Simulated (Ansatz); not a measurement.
**Fields on a plane of ZrSiS (space group P4/nmm)**

```xyz
6
Lattice="3.4980 0.0000 0.0000 0.0000 3.4980 0.0000 0.0000 0.0000 7.9728" Properties=species:S:1:pos:R:3 pbc="T T T"
Zr     0.0000     1.7490     5.8090
Zr     1.7490     0.0000     2.1638
Si     0.0000     0.0000     0.0000
Si     1.7490     1.7490     0.0000
S      1.7490     0.0000     4.9454
S      0.0000     1.7490     3.0274
```

The slice is a (0 -1 1) plane (indices of the conventional cell) through the point (0.500, 0.500, 0.000) (fractional), spanned by u = [100] and v = [011] in vectors of this cell: u (3.50 Å) and v (8.71 Å, at 90° to u). It covers one period; positions are fractions (u, v).

Atoms on it: Si at (0.00, 0.00). Other atoms lie within 1 Å of the plane.

Calculation: LDA (plane waves to 420 eV, PAW, scalar-relativistic; Ansatz, a first-principles code). k mesh 13×13×6. These are valence fields of a PAW run, semicore shells included where kept as valence: close to a nucleus they are smooth pseudo fields. ZrSiS is run without spin polarisation. ZrSiS was relaxed with its symmetry unable to fall.

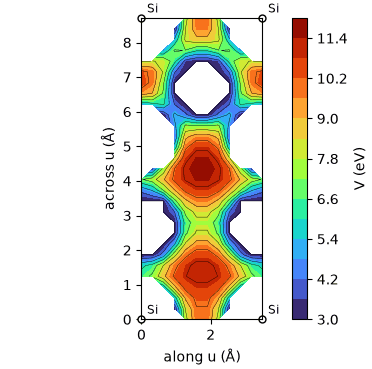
Figure. Electrostatic potential energy of an electron, from the cell's mean, in eV, one period of the plane, atoms marked. Points within 1 Å of a nucleus are left white, as the pseudised field means little there. Values under 3 eV are set to 3. The zero, the cell's mean, hangs on the PAW cores.

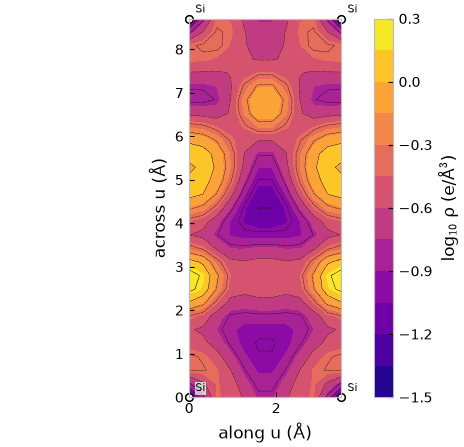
Log₁₀ of the valence density in e/Å³, one period of the plane, atoms marked. The scale is logarithmic, as a density can span decades between atoms and voids.
